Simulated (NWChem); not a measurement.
**CH2FI (SMILES FCI) at 6 levels**

We compute a comparison of 6 runs (M06-L/def2-SVP, PBE0/def2-SVP, B3LYP/def2-SVP, r2SCAN/def2-SVP, revPBE/def2-SVP, MP2/def2-SVP) of CH2FI. 

The results are computed with NWChem 7.3.0.

2 further runs of the same task are left out: 2 set aside as unsound or not needed.

## Step 1: The system as given

The species is CH2FI (5 atoms), meant as a singlet with charge 0. As SMILES, `FCI`. One bond was lengthened or shortened from a relaxed shape.

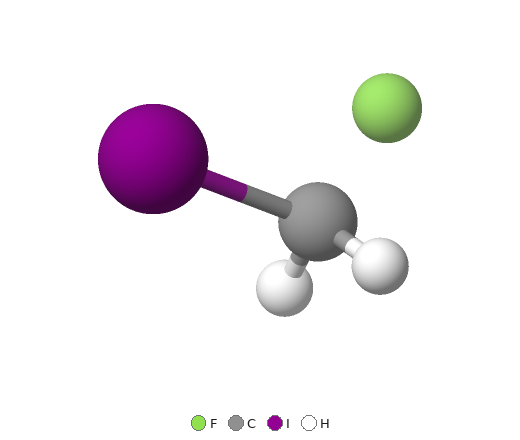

The structure, seen from a chosen angle (fluorine green, carbon grey, iodine purple, hydrogen white).

## Step 2: A single-point energy at M06-L/def2-SVP (core potential) (run 1)

ch2fi.nw

```
echo
start ch2fi
title "CH2FI"
memory 2200 mb
geometry units atomic noautosym nocenter noautoz
  F      2.55432768     1.57731471    -0.41072252
  C      0.30349002    -0.21561775     0.19539768
  I     -3.08459995     1.03538094    -1.63310132
  H      0.69560819    -2.10137545    -0.52383208
  H     -0.08069131    -0.20068891     2.21513696
end
basis spherical bse
  F library def2-SVP
  C library def2-SVP
  I library def2-SVP
  H library def2-SVP
end
ecp bse
  I library def2-SVP
end
dft
  xc m06-l
  mult 1
  grid xfine
  convergence energy 1e-08
  iterations 100
  mulliken
  print low
end
task dft energy
```

Started as:

```console
$ nwchem ch2fi.nw > ch2fi.out
```

What it wrote:

```text
[...]
 d= 0,ls=0.0,diis     1   -436.7456726151 -5.51D+02  2.67D-02  7.97D-01     1.3
[...]
 d= 0,ls=0.0,diis    11   -436.8535333205 -4.94D-09  1.38D-06  1.54D-08    12.2
         Total DFT energy =     -436.853533320480
      One electron energy =     -937.665629625082
           Coulomb energy =      425.069511735367
    Exchange-Corr. energy =      -38.921459295600
 Nuclear repulsion energy =      114.664043864836
[...]
      Total Density - Mulliken Population Analysis
     ---------------------------------------------
    Atom       Charge   Shell Charges
 -----------   ------   -------------------------------------------------------
    1 F    9     9.34   1.99  1.16  0.82  3.26  2.10  0.00
    2 C    6     5.93   1.99  0.97  0.28  1.88  0.77  0.04
    3 I   25    24.98   0.22  1.83  1.33  0.60  3.11  2.95  2.53  2.38  9.81  0.24
    4 H    1     0.87   0.75  0.10  0.02
    5 H    1     0.87   0.75  0.10  0.02
[...]
```

Wall time 13 s (1 thread of AMD EPYC 9R45 (Zen 5), shared host); peak memory 0.13 GiB.

## Step 3: A single-point energy at PBE0/def2-SVP (core potential) (run 2)

geom.xyz

```xyz
5
CH2FI PBE0
F      1.351692     0.834679    -0.217345
C      0.160600    -0.114100     0.103400
I     -1.632300     0.547900    -0.864200
H      0.368100    -1.112000    -0.277200
H     -0.042700    -0.106200     1.172200
```

geom.nw

```
start geom
title "CH2FI PBE0"
memory stack 880 mb heap 220 mb global 1100 mb

geometry units angstrom noautosym nocenter noautoz
 load geom.xyz
end

basis spherical bse
 F library def2-SVP
 C library def2-SVP
 I library def2-SVP
 H library def2-SVP
end

ecp bse
 I library def2-SVP
end

dft
 xc pbe0
 grid xfine
 convergence energy 1e-08
 maxiter 100
 mulliken
 print low
end

task dft energy
```

Started as:

```console
$ nwchem geom.nw > geom.out
```

What it wrote:

```text
[...]
 d= 0,ls=0.0,diis     1   -436.4683115311 -5.51D+02  2.22D-02  7.55D-01     1.0
[...]
 d= 0,ls=0.0,diis     8   -436.5734039971 -6.51D-09  2.28D-06  2.28D-08     6.6
         Total DFT energy =     -436.573403997064
      One electron energy =     -937.973033771163
           Coulomb energy =      425.374397772005
    Exchange-Corr. energy =      -38.638820001046
 Nuclear repulsion energy =      114.664052003141
[...]
      Total Density - Mulliken Population Analysis
     ---------------------------------------------
    Atom       Charge   Shell Charges
 -----------   ------   -------------------------------------------------------
    1 F    9     9.32   1.99  1.14  0.83  3.28  2.08  0.00
    2 C    6     5.93   1.99  0.94  0.28  1.88  0.80  0.04
    3 I   25    24.99   0.22  1.83  1.33  0.59  3.12  2.94  2.61  2.31  9.80  0.25
    4 H    1     0.88   0.73  0.12  0.02
    5 H    1     0.88   0.73  0.12  0.02
[...]
```

Wall time 7.2 s (1 thread of AMD EPYC 9R45 (Zen 5), shared host); peak memory 0.13 GiB.

Runs 3 to 5 aren't shown in full; the table further down has their settings and results.

## Step 4: A single-point energy at MP2/def2-SVP (core potential) (run 6)

ch2fi.nw

```
start ch2fi
title "CH2FI"
memory stack 880 mb heap 220 mb global 1100 mb

geometry noautosym nocenter noautoz
  F        1.351692       0.834679      -0.217345
  C        0.160600      -0.114100       0.103400
  I       -1.632300       0.547900      -0.864200
  H        0.368100      -1.112000      -0.277200
  H       -0.042700      -0.106200       1.172200
end

basis "ao basis" spherical bse
  * library def2-SVP
end

ecp bse
  I library def2-SVP
end

scf
  thresh 1e-08
  maxiter 80
end

mp2
  freeze core 6
  tight
end

task mp2 energy
```

Started as:

```console
$ nwchem ch2fi.nw > ch2fi.out
```

What it wrote:

```text
[...]
  functions       =    64
[...]
  wavefunction    = RHF
[...]
         Total SCF energy =   -434.962607252005
      One-electron energy =   -937.472086061405
      Two-electron energy =    387.845426806260
 Nuclear repulsion energy =    114.664052003141
        Time for solution =      4.7s
[...]
          Total MP2 energy          -435.414502927596
[...]
```

It took 6.3 s on 1 thread of AMD EPYC 9R45 (Zen 5), shared host; peak memory 0.15 GiB.

## Step 5: Overview of the runs

| run | level | integration grid | iteration cap | energy (Eh) | wall time |
| --- | --- | --- | --- | --- | --- |
| 1 | M06-L/def2-SVP (core potential) | xfine | 100 | -436.853533 | 13 s |
| 2 | PBE0/def2-SVP (core potential) | xfine | 100 | -436.573404 | 7.2 s |
| 3 | B3LYP/def2-SVP (core potential) | xfine | 100 | -436.800593 | 7.2 s |
| 4 | r2SCAN/def2-SVP (core potential) | xfine | 100 | -436.752743 | 8.7 s |
| 5 | revPBE/def2-SVP (core potential) | xfine | 100 | -436.706492 | 9.9 s |
| 6 | MP2/def2-SVP (core potential) | – | 80 | -435.414503 | 6.3 s |

## Step 6: What came out

| quantity | value |
| --- | --- |
| run 6: total energy | -435.41450 Eh |
| run 6: HOMO energy (Hartree–Fock orbitals) | -10.41 eV |
| run 6: LUMO energy (Hartree–Fock orbitals) | 2.30 eV |
| run 6: HOMO–LUMO gap (Hartree–Fock orbitals) | 12.71 eV |
| run 6: correlation energy (6 core orbitals frozen) | -451.9 mEh |

In words: Over runs 3, 4, 5 the dipole moment (its size) runs from 1.94 D (revPBE/def2-SVP) to 2.11 D (B3LYP/def2-SVP). Over runs 3, 4, 5 the HOMO–LUMO gap runs from 4.38 eV (revPBE/def2-SVP) to 5.96 eV (B3LYP/def2-SVP). Totals of different functionals can't be ranked against each other. All runs together took 52 s, the longest 13 s.
